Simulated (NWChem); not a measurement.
# CH5O+ (SMILES C[OH2+]): CAM-B3LYP/6-31G(d) (spherical functions)

Aim: the vertical ionisation energy of CH5O+ at CAM-B3LYP/6-31G* (spherical functions), from 2 runs. 

The results are computed with NWChem 7.3.0.

3 further runs of the same task are left out: 3 set aside as unsound or not needed.

### 1 The molecule

The species is CH5O+ (7 atoms), meant as a singlet with charge +1. SMILES: `C[OH2+]`. The shape is that of a PBE0-D4/def2-TZVP optimisation.

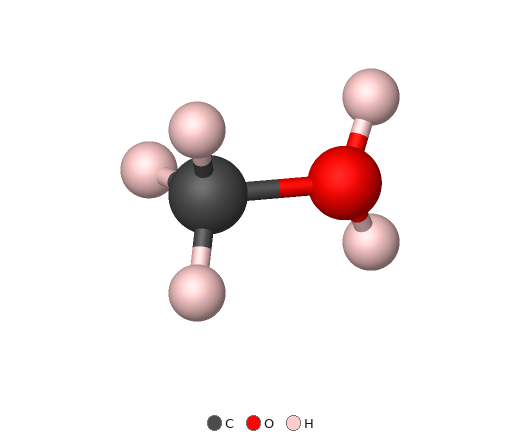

The structure, seen from a chosen angle (carbon dark grey, oxygen red, hydrogen pink).

### 2 The energy at CAM-B3LYP/6-31G(d) (spherical functions)

a.nw reads:

```
start a
title "CH5O energy"
memory total 2200 mb
charge 1
geometry noautosym nocenter noautoz
 C     -0.310200    -0.443600    -0.333100
 O      0.309300     0.508700     0.643200
 H     -0.013400    -1.429700     0.011600
 H     -1.380700    -0.292600    -0.230000
 H      0.059900    -0.210100    -1.328200
 H      0.058900     1.440400     0.510200
 H      1.276200     0.426900     0.726300
end
basis spherical bse
 * library 6-31G*
end
dft
 xc xcamb88 1.00 lyp 0.81 vwn_5 0.19 hfexch 1.00
 cam 0.33 cam_alpha 0.19 cam_beta 0.46
 grid lebedev 150 18
 convergence energy 1e-08
 direct
 maxiter 100
 mulliken
 print low
end
task dft energy
```

Run with:

```
$ nwchem a.nw > a.out
```

The log of the run:

```text
[...]
 d= 0,ls=0.0,diis     1   -115.8296953521 -1.62D+02  2.45D-02  1.42D+00     2.3
[...]
 d= 0,ls=0.0,diis     8   -115.9574662511 -4.42D-10  4.36D-07  7.02D-10    15.3
         Total DFT energy =     -115.957466251060
      One electron energy =     -242.710864058441
           Coulomb energy =       96.286973658471
    Exchange-Corr. energy =      -15.533622939512
 Nuclear repulsion energy =       46.000047088421
[...]
      Total Density - Mulliken Population Analysis
     ---------------------------------------------
    Atom       Charge   Shell Charges
 -----------   ------   -------------------------------------------------------
    1 C    6     6.28   2.00  0.69  2.05  0.64  0.85  0.05
    2 O    8     8.60   2.00  0.89  3.01  0.92  1.75  0.03
    3 H    1     0.72   0.51  0.21
    4 H    1     0.72   0.51  0.21
    5 H    1     0.74   0.51  0.23
    6 H    1     0.47   0.43  0.04
    7 H    1     0.47   0.43  0.04
[...]
```

Run time: 16 s. Hardware: 1 thread of Intel Xeon Platinum 8488C (Sapphire Rapids), shared host; peak memory 0.14 GiB.

### 3 Doublet [CH5O]2+, same level

mol.nw reads:

```
start mol
memory 2200 mb
charge 2

geometry noautosym nocenter noautoz
 C    -0.310200   -0.443600   -0.333100
 O     0.309300    0.508700    0.643200
 H    -0.013400   -1.429700    0.011600
 H    -1.380700   -0.292600   -0.230000
 H     0.059900   -0.210100   -1.328200
 H     0.058900    1.440400    0.510200
 H     1.276200    0.426900    0.726300
end

basis spherical bse
 * library 6-31G*
end

dft
 xc xcamb88 1.00 lyp 0.81 vwn_5 0.19 hfexch 1.00
 cam 0.33 cam_alpha 0.19 cam_beta 0.46
 mult 2
 grid lebedev 150 18
 convergence energy 1e-08
 direct
 maxiter 100
 mulliken
 print low
end

task dft energy
```

Run with:

```
$ nwchem mol.nw > mol.out
```

The log of the run:

```text
[...]
 d= 0,ls=0.0,diis     1   -114.7683619601 -1.61D+02  2.26D-02  1.15D+00     3.4
[...]
 d= 0,ls=0.0,diis    12   -115.2035546517 -3.76D-09  5.32D-07  4.02D-10    35.8
[...]
         Total DFT energy =     -115.203554651660
      One electron energy =     -236.089148543429
           Coulomb energy =       89.996566700142
    Exchange-Corr. energy =      -15.111019896794
 Nuclear repulsion energy =       46.000047088421
[...]
      Total Density - Mulliken Population Analysis
     ---------------------------------------------
    Atom       Charge   Shell Charges
 -----------   ------   -------------------------------------------------------
    1 C    6     6.24   2.00  0.75  1.99  0.70  0.76  0.05
    2 O    8     8.39   2.00  0.92  2.95  0.91  1.58  0.03
    3 H    1     0.56   0.47  0.09
    4 H    1     0.56   0.47  0.09
    5 H    1     0.49   0.42  0.08
    6 H    1     0.38   0.39 -0.01
    7 H    1     0.38   0.39 -0.01
[...]
      <S2> =      0.7541 (Exact =     0.7500)
[...]
```

It took 37 s on 1 thread of Intel Xeon Platinum 8488C (Sapphire Rapids), shared host; peak memory 0.15 GiB.

### 4 Results

At CAM-B3LYP/6-31G* (spherical functions):

| quantity | value |
| --- | --- |
| singlet CH5O+: total energy | -115.95747 Eh |
| doublet [CH5O]2+: total energy | -115.20355 Eh |
| doublet [CH5O]2+: ⟨S²⟩ | 0.754 |
| vertical ionisation energy (to the doublet dication) | 20.515 eV |

**Reading.** Removing an electron at fixed nuclei costs 20.51 eV (473 kcal/mol).
